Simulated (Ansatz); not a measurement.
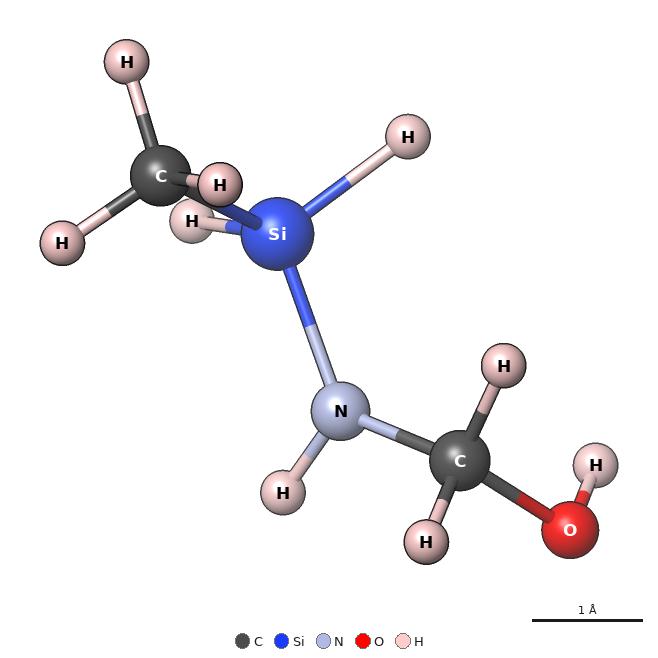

Distant atoms are faded towards the background colour. The computed structure is the end point of a PBE0-D4/def2-TZVP optimisation. No frequency run is at hand to confirm it as a minimum. Masses are those of the most abundant isotopes; constants are for the rigid equilibrium geometry.

Classify the rotor and give the rotational constants (cm⁻¹).

Answer. An asymmetric top (C1): A = 0.352, B = 0.0574, C = 0.0538 cm⁻¹. Ray's parameter κ is −0.98, close to the prolate limit.
